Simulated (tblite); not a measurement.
Geometry relaxation of C$_{2}$H$_{6}$GeO (part 1 of 2)

System: C$_{2}$H$_{6}$GeO, SMILES [CH3][GeH2][CH]=O.
Method: GFN2-xTB geometry optimisation, gas phase (tblite 0.8.0).

It belongs to a series of runs on one base structure; here: H on Ge replaced by CHO.

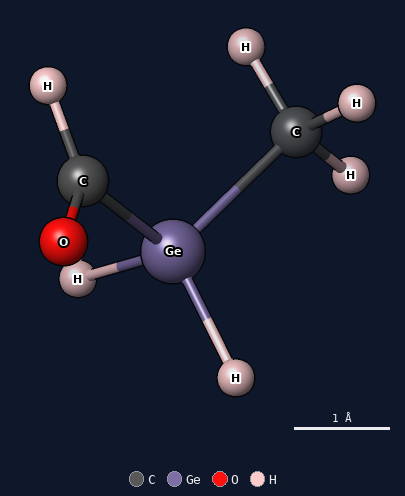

*The input geometry (ball-and-stick view, seen at a tilt). Sticks mark near contacts.*

Bond lengths as drawn: C–Ge 1.93 to 1.95 Å, C–H 1.08 to 1.14 Å, C–O 1.21 Å and Ge–H 1.53 to 1.54 Å.

**Input file**
```
{"job": {"kind": "relax", "xc": "GFN2-xTB", "basis": "xTB"}, "charge": 0, "multiplicity": 1}
C     -1.401100    -0.510900    -0.066000
Ge     0.083400     0.729000    -0.077600
C      1.753300    -0.232100     0.192400
O      2.595400     0.164600     0.960600
H     -1.255900    -1.223900    -0.884800
H     -1.369200    -1.100800     0.855400
H     -2.376100     0.062200    -0.188500
H     -0.108300     1.830300     0.986100
H      0.143500     1.425000    -1.439500
H      1.943900    -1.138800    -0.360500
```

The first line tells a small driver script what to run in tblite; the rest is the geometry in Å.

Hardware: 1 CPU thread, shared host.

Launch command:
```bash
OMP_NUM_THREADS=1 python <driver script> task.json out
```

**The program's output**
```
step      E/eV     max force
  0    -361.04997    1.548
  1    -361.12614    1.305
  2    -361.15538    0.953
  3    -361.17226    0.332
  4    -361.18150    0.332
  5    -361.18970    0.296
  6    -361.19405    0.288
  7    -361.19634    0.149
  8    -361.19741    0.112
  9    -361.19844    0.107
 10    -361.19926    0.089
 11    -361.19968    0.057
 12    -361.19987    0.031
 13    -361.20000    0.041
 14    -361.20014    0.047
 15    -361.20027    0.037
 16    -361.20037    0.031
 17    -361.20047    0.028
 18    -361.20057    0.041
 19    -361.20067    0.041
 20    -361.20076    0.025
 21    -361.20086    0.031
 22    -361.20101    0.046
 23    -361.20125    0.083
 24    -361.20164    0.110
 25    -361.20216    0.099
 26    -361.20265    0.052
 27    -361.20299    0.062
 28    -361.20325    0.067
 29    -361.20358    0.072
 30    -361.20395    0.067
 31    -361.20429    0.054
 32    -361.20456    0.056
 33    -361.20478    0.049
 34    -361.20500    0.089
 35    -361.20520    0.043
 36    -361.20544    0.066
 37    -361.20566    0.053
 38    -361.20588    0.040
 39    -361.20622    0.040
 40    -361.20676    0.083
 41    -361.20694    0.096
 42    -361.20715    0.121
 43    -361.20730    0.047
 44    -361.20738    0.019
 45    -361.20752    0.021
 46    -361.20760    0.028
 47    -361.20767    0.028
 48    -361.20773    0.021
 49    -361.20777    0.016
 50    -361.20781    0.016
 51    -361.20784    0.016
 52    -361.20787    0.024
 53    -361.20791    0.034
 54    -361.20797    0.047
 55    -361.20807    0.053
 56    -361.20819    0.032
 57    -361.20825    0.015
 58    -361.20827    0.012
 59    -361.20829    0.013
 60    -361.20831    0.013
 61    -361.20833    0.011
 62    -361.20834    0.009
```

**Trajectory as extended XYZ (Å, eV, eV/Å), 46 of the 63 frames kept, from step=0 to step=62**
```
10
Properties=species:S:1:pos:R:3:forces:R:3 step=0 energy=-361.04997
C    -1.4011   -0.5109   -0.0660   -0.9590   0.0510  -0.1880
Ge    0.0834    0.7290   -0.0776   -0.3490   1.2400  -0.0930
C     1.7533   -0.2321    0.1924    0.7450   0.7090   0.8410
O     2.5954    0.1646    0.9606   -0.0310  -0.1660  -0.0700
H    -1.2559   -1.2239   -0.8848   -0.3550   0.1980   0.0460
H    -1.3692   -1.1008    0.8554   -0.3990   0.2530  -0.1110
H    -2.3761    0.0622   -0.1885    1.1150  -1.0490   0.2290
H    -0.1083    1.8303    0.9861    0.1970  -0.3800  -0.3990
H     0.1435    1.4250   -1.4395   -0.0070  -0.1000   0.2710
H     1.9439   -1.1388   -0.3605    0.0440  -0.7560  -0.5270
10
Properties=species:S:1:pos:R:3:forces:R:3 step=1 energy=-361.12614
C    -1.4148   -0.5102   -0.0687   -0.0790  -0.0970  -0.0400
Ge    0.0785    0.7467   -0.0790   -0.2730   0.6340  -0.0790
C     1.7639   -0.2219    0.2044   -0.3520  -0.1740  -0.4370
O     2.5949    0.1622    0.9596    0.9660   0.2830   0.8310
H    -1.2610   -1.2211   -0.8841   -0.3320   0.1510  -0.0130
H    -1.3749   -1.0971    0.8538   -0.3780   0.2380  -0.0980
H    -2.3602    0.0472   -0.1852    0.3910  -0.6390   0.1290
H    -0.1055    1.8248    0.9804    0.1400  -0.1830  -0.2530
H     0.1434    1.4236   -1.4356   -0.0160  -0.0050   0.1480
H     1.9445   -1.1496   -0.3680   -0.0670  -0.2090  -0.1870
10
Properties=species:S:1:pos:R:3:forces:R:3 step=3 energy=-361.17226
C    -1.4151   -0.5145   -0.0702    0.3300   0.0340  -0.0010
Ge    0.0685    0.7700   -0.0821    0.0410  -0.0880  -0.0450
C     1.7705   -0.2179    0.2067    0.1660   0.0430   0.0200
O     2.6114    0.1634    0.9727    0.0990  -0.1240   0.0310
H    -1.2739   -1.2158   -0.8853   -0.1990  -0.0300  -0.1500
H    -1.3897   -1.0884    0.8508   -0.2420   0.0540   0.0960
H    -2.3480    0.0237   -0.1805   -0.1620  -0.2340   0.0340
H    -0.0998    1.8185    0.9713    0.0680   0.0800  -0.0210
H     0.1429    1.4238   -1.4305   -0.0220   0.1060  -0.0350
H     1.9423   -1.1582   -0.3755   -0.0780   0.1600   0.0710
10
Properties=species:S:1:pos:R:3:forces:R:3 step=4 energy=-361.18150
C    -1.4064   -0.5148   -0.0702   -0.0220   0.0530  -0.0380
Ge    0.0677    0.7713   -0.0836    0.1680  -0.0820  -0.0260
C     1.7766   -0.2159    0.2085   -0.0980   0.0110  -0.1300
O     2.6149    0.1602    0.9743    0.2740  -0.0440   0.1820
H    -1.2805   -1.2157   -0.8890   -0.1340  -0.0380  -0.1080
H    -1.3976   -1.0857    0.8525   -0.1580   0.0210   0.0890
H    -2.3508    0.0152   -0.1791   -0.0020  -0.2350   0.0340
H    -0.0974    1.8194    0.9695    0.0500   0.0870  -0.0120
H     0.1423    1.4263   -1.4306   -0.0300   0.1050  -0.0450
H     1.9401   -1.1556   -0.3749   -0.0490   0.1230   0.0530
10
Properties=species:S:1:pos:R:3:forces:R:3 step=6 energy=-361.19405
C    -1.3964   -0.5168   -0.0720   -0.2830  -0.0490  -0.0260
Ge    0.0748    0.7727   -0.0872    0.1450  -0.0310   0.0120
C     1.7875   -0.2088    0.2109   -0.0590   0.0310  -0.0220
O     2.6302    0.1504    0.9821    0.1350  -0.0410   0.0750
H    -1.2983   -1.2164   -0.8987    0.0020  -0.0420   0.0140
H    -1.4183   -1.0793    0.8578    0.0260  -0.0300   0.0050
H    -2.3545   -0.0106   -0.1752    0.0320  -0.0260  -0.0120
H    -0.0903    1.8246    0.9648    0.0280   0.0630  -0.0210
H     0.1398    1.4357   -1.4325   -0.0250   0.0710  -0.0300
H     1.9344   -1.1470   -0.3725   -0.0010   0.0520   0.0060
10
Properties=species:S:1:pos:R:3:forces:R:3 step=7 energy=-361.19634
C    -1.3993   -0.5188   -0.0728   -0.1390  -0.0530  -0.0060
Ge    0.0796    0.7719   -0.0878    0.0140  -0.0050   0.0100
C     1.7899   -0.2062    0.2118    0.0450   0.0220   0.0500
O     2.6356    0.1466    0.9845    0.0460  -0.0440   0.0110
H    -1.3024   -1.2175   -0.9007    0.0160  -0.0480   0.0340
H    -1.4225   -1.0785    0.8591    0.0470  -0.0410  -0.0140
H    -2.3557   -0.0166   -0.1747   -0.0480   0.0570  -0.0300
H    -0.0880    1.8274    0.9633    0.0290   0.0400  -0.0360
H     0.1387    1.4396   -1.4337   -0.0150   0.0470  -0.0030
H     1.9330   -1.1434   -0.3716    0.0060   0.0260  -0.0160
10
Properties=species:S:1:pos:R:3:forces:R:3 step=8 energy=-361.19741
C    -1.4030   -0.5204   -0.0732   -0.0280  -0.0300   0.0040
Ge    0.0819    0.7710   -0.0878   -0.0640   0.0070   0.0030
C     1.7913   -0.2049    0.2128    0.0820   0.0090   0.0680
O     2.6387    0.1444    0.9857    0.0150  -0.0380  -0.0040
H    -1.3035   -1.2190   -0.9008    0.0090  -0.0470   0.0340
H    -1.4231   -1.0791    0.8595    0.0360  -0.0410  -0.0190
H    -2.3573   -0.0175   -0.1752   -0.0790   0.0730  -0.0320
H    -0.0867    1.8295    0.9622    0.0300   0.0270  -0.0430
H     0.1379    1.4421   -1.4344   -0.0100   0.0290   0.0170
H     1.9325   -1.1412   -0.3715    0.0090   0.0120  -0.0270
10
Properties=species:S:1:pos:R:3:forces:R:3 step=10 energy=-361.19926
C    -1.4109   -0.5237   -0.0738    0.0800   0.0340   0.0060
Ge    0.0819    0.7696   -0.0877   -0.0890  -0.0020  -0.0020
C     1.7966   -0.2032    0.2167    0.0370  -0.0170   0.0230
O     2.6464    0.1392    0.9891   -0.0030  -0.0100   0.0030
H    -1.3051   -1.2244   -0.8991   -0.0160  -0.0230   0.0270
H    -1.4222   -1.0826    0.8590   -0.0070  -0.0160  -0.0210
H    -2.3637   -0.0156   -0.1777   -0.0330   0.0190  -0.0150
H    -0.0827    1.8346    0.9578    0.0140   0.0160  -0.0360
H     0.1361    1.4478   -1.4341   -0.0040  -0.0030   0.0420
H     1.9325   -1.1370   -0.3728    0.0200   0.0030  -0.0260
10
Properties=species:S:1:pos:R:3:forces:R:3 step=11 energy=-361.19968
C    -1.4120   -0.5239   -0.0740    0.0470   0.0330   0.0010
Ge    0.0800    0.7695   -0.0877   -0.0330  -0.0120   0.0050
C     1.7987   -0.2030    0.2183   -0.0060  -0.0170  -0.0030
O     2.6490    0.1375    0.9905   -0.0050  -0.0040   0.0070
H    -1.3060   -1.2265   -0.8979   -0.0170  -0.0080   0.0230
H    -1.4222   -1.0840    0.8584   -0.0160  -0.0030  -0.0180
H    -2.3659   -0.0150   -0.1787    0.0060  -0.0090  -0.0070
H    -0.0811    1.8364    0.9555    0.0040   0.0190  -0.0260
H     0.1354    1.4494   -1.4331   -0.0050  -0.0070   0.0370
H     1.9330   -1.1358   -0.3738    0.0250   0.0080  -0.0180
10
Properties=species:S:1:pos:R:3:forces:R:3 step=12 energy=-361.19987
C    -1.4117   -0.5234   -0.0740    0.0080   0.0160  -0.0010
Ge    0.0787    0.7693   -0.0876    0.0110  -0.0130   0.0120
C     1.7995   -0.2032    0.2189   -0.0240  -0.0120  -0.0120
O     2.6499    0.1367    0.9912   -0.0100  -0.0030   0.0050
H    -1.3067   -1.2274   -0.8971   -0.0120  -0.0020   0.0170
H    -1.4225   -1.0845    0.8577   -0.0150   0.0040  -0.0120
H    -2.3665   -0.0150   -0.1792    0.0220  -0.0160  -0.0030
H    -0.0804    1.8374    0.9542   -0.0010   0.0210  -0.0180
H     0.1351    1.4498   -1.4319   -0.0050  -0.0060   0.0270
H     1.9336   -1.1353   -0.3747    0.0260   0.0100  -0.0140
10
Properties=species:S:1:pos:R:3:forces:R:3 step=14 energy=-361.20014
C    -1.4107   -0.5222   -0.0741   -0.0300  -0.0200   0.0010
Ge    0.0779    0.7685   -0.0866    0.0430  -0.0020   0.0180
C     1.7994   -0.2040    0.2192   -0.0130  -0.0010  -0.0090
O     2.6497    0.1356    0.9919   -0.0190  -0.0030   0.0030
H    -1.3082   -1.2285   -0.8950    0.0030   0.0010  -0.0030
H    -1.4238   -1.0848    0.8564   -0.0100   0.0060   0.0110
H    -2.3661   -0.0157   -0.1801    0.0150  -0.0010  -0.0020
H    -0.0797    1.8398    0.9514   -0.0040   0.0160  -0.0070
H     0.1344    1.4499   -1.4289   -0.0030  -0.0040   0.0050
H     1.9361   -1.1340   -0.3766    0.0180   0.0070  -0.0160
10
Properties=species:S:1:pos:R:3:forces:R:3 step=15 energy=-361.20027
C    -1.4107   -0.5220   -0.0740   -0.0250  -0.0270   0.0040
Ge    0.0785    0.7678   -0.0856    0.0280   0.0050   0.0140
C     1.7991   -0.2045    0.2192    0.0050   0.0010  -0.0050
O     2.6491    0.1348    0.9923   -0.0190  -0.0020   0.0060
H    -1.3089   -1.2292   -0.8940    0.0100   0.0000  -0.0150
H    -1.4248   -1.0849    0.8559   -0.0090   0.0050   0.0230
H    -2.3658   -0.0160   -0.1807    0.0020   0.0100  -0.0030
H    -0.0794    1.8417    0.9496   -0.0040   0.0110  -0.0010
H     0.1339    1.4499   -1.4271    0.0000  -0.0040  -0.0040
H     1.9379   -1.1331   -0.3781    0.0120   0.0020  -0.0200
10
Properties=species:S:1:pos:R:3:forces:R:3 step=17 energy=-361.20047
C    -1.4118   -0.5230   -0.0737    0.0070  -0.0110   0.0080
Ge    0.0801    0.7668   -0.0835   -0.0240   0.0030  -0.0030
C     1.7990   -0.2054    0.2188    0.0230   0.0010  -0.0030
O     2.6476    0.1335    0.9937   -0.0070  -0.0030   0.0150
H    -1.3094   -1.2305   -0.8932    0.0120   0.0010  -0.0150
H    -1.4267   -1.0850    0.8565   -0.0120   0.0020   0.0250
H    -2.3655   -0.0156   -0.1818   -0.0080   0.0140  -0.0020
H    -0.0790    1.8453    0.9470    0.0000   0.0000   0.0080
H     0.1332    1.4498   -1.4247    0.0050  -0.0080  -0.0110
H     1.9413   -1.1313   -0.3816    0.0050   0.0010  -0.0210
10
Properties=species:S:1:pos:R:3:forces:R:3 step=18 energy=-361.20057
C    -1.4124   -0.5239   -0.0734    0.0160   0.0030   0.0080
Ge    0.0806    0.7665   -0.0825   -0.0390  -0.0040  -0.0110
C     1.7995   -0.2058    0.2184    0.0180   0.0020  -0.0030
O     2.6466    0.1328    0.9949    0.0010  -0.0070   0.0170
H    -1.3093   -1.2311   -0.8933    0.0100   0.0040  -0.0040
H    -1.4280   -1.0849    0.8577   -0.0130   0.0020   0.0150
H    -2.3654   -0.0151   -0.1824   -0.0050   0.0080  -0.0020
H    -0.0789    1.8471    0.9459    0.0010  -0.0050   0.0100
H     0.1330    1.4494   -1.4238    0.0060  -0.0100  -0.0130
H     1.9431   -1.1304   -0.3839    0.0050   0.0060  -0.0170
10
Properties=species:S:1:pos:R:3:forces:R:3 step=19 energy=-361.20067
C    -1.4128   -0.5248   -0.0728    0.0150   0.0140   0.0070
Ge    0.0804    0.7661   -0.0817   -0.0370  -0.0090  -0.0150
C     1.8003   -0.2061    0.2179    0.0060   0.0050  -0.0030
O     2.6456    0.1320    0.9964    0.0060  -0.0130   0.0140
H    -1.3090   -1.2316   -0.8936    0.0070   0.0070   0.0110
H    -1.4297   -1.0847    0.8592   -0.0130   0.0020   0.0010
H    -2.3652   -0.0145   -0.1830    0.0010   0.0000  -0.0010
H    -0.0788    1.8488    0.9451    0.0020  -0.0110   0.0110
H     0.1329    1.4488   -1.4232    0.0050  -0.0120  -0.0140
H     1.9451   -1.1294   -0.3868    0.0070   0.0150  -0.0100
10
Properties=species:S:1:pos:R:3:forces:R:3 step=21 energy=-361.20086
C    -1.4131   -0.5258   -0.0714   -0.0090   0.0170   0.0030
Ge    0.0786    0.7652   -0.0808    0.0110  -0.0020  -0.0070
C     1.8018   -0.2062    0.2168   -0.0170   0.0110   0.0020
O     2.6438    0.1296    1.0000    0.0040  -0.0200   0.0020
H    -1.3079   -1.2318   -0.8932    0.0030   0.0060   0.0300
H    -1.4338   -1.0840    0.8619   -0.0060   0.0020  -0.0180
H    -2.3645   -0.0136   -0.1842    0.0040  -0.0080  -0.0020
H    -0.0785    1.8510    0.9441    0.0000  -0.0230   0.0060
H     0.1331    1.4468   -1.4231   -0.0010  -0.0130  -0.0160
H     1.9494   -1.1266   -0.3926    0.0090   0.0290  -0.0010
10
Properties=species:S:1:pos:R:3:forces:R:3 step=22 energy=-361.20101
C    -1.4133   -0.5260   -0.0703   -0.0210   0.0130   0.0010
Ge    0.0774    0.7645   -0.0806    0.0450   0.0100   0.0010
C     1.8025   -0.2059    0.2161   -0.0230   0.0120   0.0080
O     2.6426    0.1272    1.0027   -0.0020  -0.0190  -0.0040
H    -1.3070   -1.2317   -0.8920    0.0010   0.0000   0.0320
H    -1.4369   -1.0835    0.8634    0.0000   0.0010  -0.0200
H    -2.3640   -0.0131   -0.1851   -0.0020  -0.0070  -0.0030
H    -0.0783    1.8518    0.9437   -0.0010  -0.0280   0.0020
H     0.1332    1.4449   -1.4235   -0.0050  -0.0140  -0.0150
H     1.9527   -1.1236   -0.3969    0.0070   0.0330  -0.0010
10
Properties=species:S:1:pos:R:3:forces:R:3 step=23 energy=-361.20125
C    -1.4140   -0.5259   -0.0683   -0.0300   0.0070  -0.0030
Ge    0.0760    0.7633   -0.0801    0.0790   0.0250   0.0100
C     1.8035   -0.2053    0.2151   -0.0200   0.0090   0.0160
O     2.6406    0.1228    1.0071   -0.0130  -0.0130  -0.0080
H    -1.3054   -1.2318   -0.8893   -0.0020  -0.0100   0.0280
H    -1.4421   -1.0827    0.8656    0.0080   0.0010  -0.0170
H    -2.3635   -0.0122   -0.1867   -0.0130  -0.0030  -0.0060
H    -0.0779    1.8528    0.9429   -0.0020  -0.0340  -0.0030
H     0.1333    1.4414   -1.4245   -0.0090  -0.0160  -0.0110
H     1.9584   -1.1178   -0.4042    0.0010   0.0330  -0.0060
10
Properties=species:S:1:pos:R:3:forces:R:3 step=25 energy=-361.20216
C    -1.4180   -0.5249   -0.0609   -0.0130   0.0000  -0.0140
Ge    0.0755    0.7598   -0.0775    0.0890   0.0400   0.0170
C     1.8064   -0.2028    0.2124    0.0250  -0.0110   0.0320
O     2.6321    0.1044    1.0250   -0.0410   0.0090  -0.0080
H    -1.2997   -1.2337   -0.8770   -0.0170  -0.0340   0.0030
H    -1.4618   -1.0796    0.8731    0.0310   0.0160   0.0020
H    -2.3632   -0.0084   -0.1940   -0.0350   0.0080  -0.0120
H    -0.0763    1.8551    0.9394   -0.0020  -0.0300  -0.0010
H     0.1328    1.4270   -1.4288   -0.0140  -0.0210   0.0040
H     1.9812   -1.0922   -0.4342   -0.0230   0.0240  -0.0230
10
Properties=species:S:1:pos:R:3:forces:R:3 step=26 energy=-361.20265
C    -1.4208   -0.5238   -0.0568    0.0080   0.0000  -0.0190
Ge    0.0774    0.7582   -0.0757    0.0430   0.0210   0.0090
C     1.8084   -0.2017    0.2113    0.0420  -0.0170   0.0250
O     2.6266    0.0933    1.0358   -0.0380   0.0130   0.0030
H    -1.2968   -1.2359   -0.8691   -0.0260  -0.0360  -0.0080
H    -1.4729   -1.0774    0.8774    0.0390   0.0320   0.0080
H    -2.3641   -0.0061   -0.1988   -0.0290   0.0070  -0.0120
H    -0.0753    1.8557    0.9372    0.0000  -0.0170   0.0080
H     0.1320    1.4179   -1.4313   -0.0110  -0.0200   0.0110
H     1.9943   -1.0757   -0.4526   -0.0280   0.0170  -0.0250
10
Properties=species:S:1:pos:R:3:forces:R:3 step=28 energy=-361.20325
C    -1.4235   -0.5222   -0.0535    0.0180   0.0020  -0.0210
Ge    0.0815    0.7570   -0.0735   -0.0400  -0.0230  -0.0070
C     1.8118   -0.2012    0.2108    0.0100   0.0000  -0.0070
O     2.6198    0.0817    1.0486    0.0000   0.0020   0.0280
H    -1.2954   -1.2402   -0.8605   -0.0290  -0.0220  -0.0100
H    -1.4828   -1.0730    0.8822    0.0420   0.0510   0.0080
H    -2.3662   -0.0037   -0.2047    0.0090  -0.0040  -0.0070
H    -0.0741    1.8555    0.9355    0.0030   0.0020   0.0210
H     0.1305    1.4069   -1.4336   -0.0030  -0.0080   0.0090
H     2.0072   -1.0562   -0.4738   -0.0090  -0.0010  -0.0160
10
Properties=species:S:1:pos:R:3:forces:R:3 step=29 energy=-361.20358
C    -1.4241   -0.5214   -0.0533    0.0090  -0.0010  -0.0180
Ge    0.0829    0.7563   -0.0728   -0.0610  -0.0360  -0.0100
C     1.8136   -0.2011    0.2107   -0.0190   0.0160  -0.0170
O     2.6166    0.0773    1.0546    0.0140  -0.0150   0.0250
H    -1.2961   -1.2429   -0.8573   -0.0260  -0.0120  -0.0060
H    -1.4847   -1.0691    0.8844    0.0380   0.0510   0.0070
H    -2.3670   -0.0029   -0.2073    0.0290  -0.0090  -0.0030
H    -0.0736    1.8547    0.9358    0.0030   0.0060   0.0210
H     0.1297    1.4019   -1.4344    0.0020   0.0030   0.0030
H     2.0115   -1.0482   -0.4829    0.0100  -0.0040  -0.0010
10
Properties=species:S:1:pos:R:3:forces:R:3 step=30 energy=-361.20395
C    -1.4242   -0.5205   -0.0538   -0.0040  -0.0080  -0.0120
Ge    0.0834    0.7555   -0.0726   -0.0580  -0.0330  -0.0090
C     1.8152   -0.2007    0.2106   -0.0410   0.0270  -0.0180
O     2.6137    0.0736    1.0601    0.0160  -0.0330   0.0080
H    -1.2976   -1.2460   -0.8549   -0.0200  -0.0050  -0.0010
H    -1.4843   -1.0638    0.8863    0.0290   0.0420   0.0070
H    -2.3674   -0.0024   -0.2096    0.0400  -0.0100   0.0000
H    -0.0732    1.8531    0.9373    0.0010   0.0050   0.0130
H     0.1289    1.3972   -1.4353    0.0060   0.0160  -0.0040
H     2.0145   -1.0414   -0.4906    0.0300  -0.0010   0.0160
10
Properties=species:S:1:pos:R:3:forces:R:3 step=32 energy=-361.20456
C    -1.4240   -0.5200   -0.0556   -0.0130  -0.0200   0.0050
Ge    0.0814    0.7534   -0.0729   -0.0030   0.0120  -0.0070
C     1.8157   -0.1989    0.2101   -0.0240   0.0090   0.0010
O     2.6094    0.0673    1.0673   -0.0180  -0.0410  -0.0340
H    -1.3012   -1.2508   -0.8521   -0.0070  -0.0080   0.0030
H    -1.4809   -1.0535    0.8896    0.0070   0.0080   0.0140
H    -2.3662   -0.0019   -0.2128    0.0180   0.0010   0.0000
H    -0.0729    1.8501    0.9405   -0.0050  -0.0100  -0.0090
H     0.1282    1.3914   -1.4367    0.0090   0.0310  -0.0070
H     2.0194   -1.0325   -0.4999    0.0370   0.0170   0.0330
```
